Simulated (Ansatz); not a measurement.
Formation energy of the bound charge states of V_Al+Si_Al in wurtzite AlN (start: the Al site; Al 3.09 Å away; 96-site cell, 2×2×2 shifted sampling) against the Fermi level, N-rich (Δμ(Al) = -2.74 eV, Δμ(Si) = -2.47 eV, bounded by beta Si3N4; only phases computed here count, gases as isolated molecules at 0 K). Method: PBE, PAW (plane waves to 420 eV; Ansatz, an electronic-structure program).

Details: 96-site cell; 2×2×2 shifted k-points; host gap 4.03 eV; charged states image-corrected; corrections pass 1 eV, so highly charged states may be off by several tenths; flagged in the runs: a host whose relaxation on this sampling wasn't shown to rest, a strain field that reaches the edge of the cell.

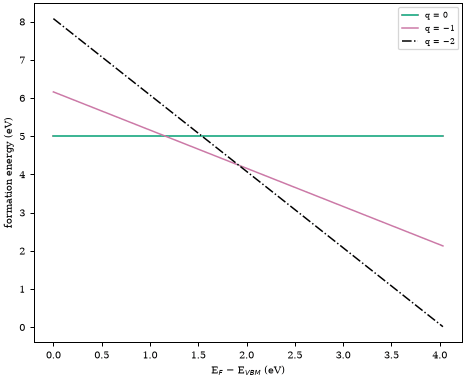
*Formation energy of each charge state against the Fermi level*

Crossings of the lowest lines: (0/−1) at 1.16 eV; (−1/−2) at 1.92 eV. At the valence-band maximum: q = 0: 5.00 eV; q = −1: 6.16 eV; q = −2: 8.08 eV.
